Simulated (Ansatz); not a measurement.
# PH (SMILES [PH]) at FCI/3-21G

What is the energy change on altering one bond length of PH at FCI/3-21G? 

The results are computed with Ansatz 0.2.0.

52 further runs of the same task are left out: 52 set aside as unsound or not needed.

**1. The system as given**

The species is PH (2 atoms), meant as a triplet with charge 0. SMILES: `[PH]`. The shape is that of a PBE0-D4/def2-TZVP optimisation.

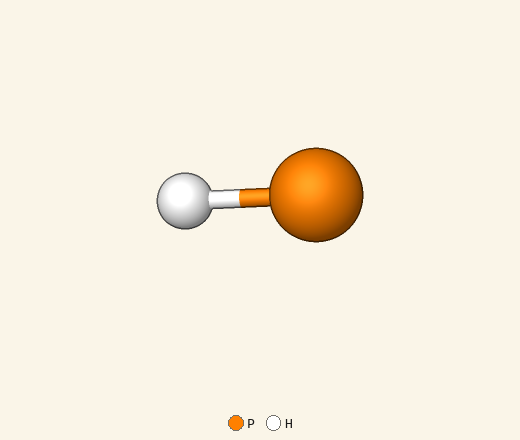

Viewed from a chosen angle; phosphorus orange, hydrogen white.

**2. A single-point energy at FCI/3-21G**

The input, molecule.yaml:

```yaml
basis:
  gaussian: {orbitals: 3-21G.json}
crystal:
  periodic: [false, false, false]
  atoms:
    - {symbol: P, position_ang: [-0.000000, -0.000000, -0.014610]}
    - {symbol: H, position_ang: [0.000000, 0.000000, 1.413680]}
magnetization: {spin_polarized: true, initial_magnetization: 2}
correlation: {method: fci, frozen_orbitals: {H: 0, P: 5}}
accuracy: high
```

The basis set 3-21G is read from a file made from the Basis Set Exchange's data (not shown).

Command:

```
$ ansatz run molecule.yaml --threads 1 --pin off --max-ram 3480MiB --events-out events.jsonl --progress --plain --runs-dir runs
```

Log:

```text
Warning: RAYON_NUM_THREADS=1 ignored (pool sized by the plan → 1); use --threads N
Functional definition: HF
  name "HF"
  exchange = exact_x
  correlation = 0
277 factors; integrals over basis functions are off by at most 2.2e-9 eV
mean field evaluation 1: about -9239.4847 eV, gradient 4.6e0 eV
mean field evaluation 2: about -9239.4859 eV, gradient 4.6e0 eV
mean field evaluation 4: about -9239.7003 eV, gradient 4.3e-1 eV
mean field evaluation 8: about -9239.7041 eV, gradient 8.8e-7 eV
mean field -9239.70408511 eV, -339.5528622313 hartree, gradient 1.4e-8 eV, S^2 2.010769; 0 other end points of the search recorded, 0 dependent functions left out
mean field evaluation 16: about -9239.6272 eV, gradient 3.4e-1 eV
5 core orbitals not correlated: weight in the atoms' cores, before any rotation towards them, 1.000 or more for the frozen orbitals, at most 0.000 for the correlated occupied ones
reference -9239.62717757 eV, -339.5500359313 hartree; 4, 2 occupied and 6, 8 virtual orbitals, 277 factors
state -9240.86861116 eV, -339.5956577744 hartree
Total energy: -9240.86861116 eV, -339.5956577744 hartree
```

Wall time 0.38 s (1 thread of Arm Neoverse V2, shared host).

**3. The distorted shape, same level**

The input, input.yaml:

```yaml
crystal:
  periodic: [false, false, false]
  atoms:
    - {symbol: P, position_ang: [-0.000000, -0.000000, -0.371720]}
    - {symbol: H, position_ang: [0.000000, 0.000000, 1.413680]}
basis:
  gaussian:
    orbitals: 3-21G.json
magnetization:
  spin_polarized: true
  initial_magnetization: 2
correlation:
  method: fci
  frozen_orbitals: {H: 0, P: 5}
accuracy: high
```

The basis set 3-21G is read from a file made from the Basis Set Exchange's data (not shown).

Command:

```
$ ansatz run input.yaml --threads 1 --pin off --max-ram 3480MiB --events-out events.jsonl --progress --plain --runs-dir runs
```

Log:

```text
Warning: RAYON_NUM_THREADS=1 ignored (pool sized by the plan → 1); use --threads N
[... 4 set-up lines as earlier in the session ...]
276 factors; integrals over basis functions are off by at most 2.2e-9 eV
mean field evaluation 1: about -9238.8550 eV, gradient 3.6e0 eV
mean field evaluation 2: about -9238.8560 eV, gradient 3.6e0 eV
mean field evaluation 4: about -9239.0284 eV, gradient 7.1e-1 eV
mean field evaluation 8: about -9239.0984 eV, gradient 3.7e-2 eV
mean field evaluation 16: about -9239.0980 eV, gradient 2.9e-8 eV
mean field -9239.09803661 eV, -339.5305903598 hartree, gradient 2.9e-8 eV, S^2 2.126209; 0 other end points of the search recorded, 0 dependent functions left out
5 core orbitals not correlated: weight in the atoms' cores, before any rotation towards them, 1.000 or more for the frozen orbitals, at most 0.000 for the correlated occupied ones
reference -9238.94959277 eV, -339.5251351494 hartree; 4, 2 occupied and 6, 8 virtual orbitals, 276 factors
state -9240.45079541 eV, -339.5803033287 hartree
Total energy: -9240.45079541 eV, -339.5803033287 hartree
```

Run time: 0.38 s. Hardware: 1 thread of Arm Neoverse V2, shared host.

**4. Outcome**

Level: FCI/3-21G, 5 core orbitals frozen.

| quantity | value |
| --- | --- |
| first shape: total energy | -339.59566 Eh |
| first shape: correlation energy (5 core orbitals frozen) | -45.6 mEh |
| distorted shape: total energy | -339.58030 Eh |
| distorted shape: correlation energy (5 core orbitals frozen) | -55.2 mEh |
| energy change with the P1–H2 bond stretched from 1.428 to 1.785 Å | 0.418 eV |

With the P1–H2 bond stretched from 1.428 to 1.785 Å the energy rises by 0.42 eV (40.3 kJ/mol). The first shape isn't relaxed at this level, so the change isn't measured from a minimum.
